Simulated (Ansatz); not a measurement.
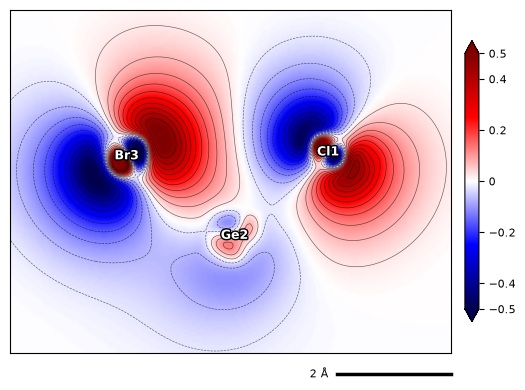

Figure. BrClGe (SMILES [Cl][Ge][Br]). The HOMO−1 on the molecular plane (values in Å⁻³ᐟ²; the overall sign is arbitrary).

All numbers below come from Ansatz, RKS B3LYP/def2-SVP.

### What is the character of this orbital?

By Hirshfeld shares it lies mainly on Br3 (about 65 %) and Cl1 (about 30 %); it is symmetric in the molecular plane (an in-plane orbital: σ, lone-pair or in-plane π type). Its energy is −8.04 eV.
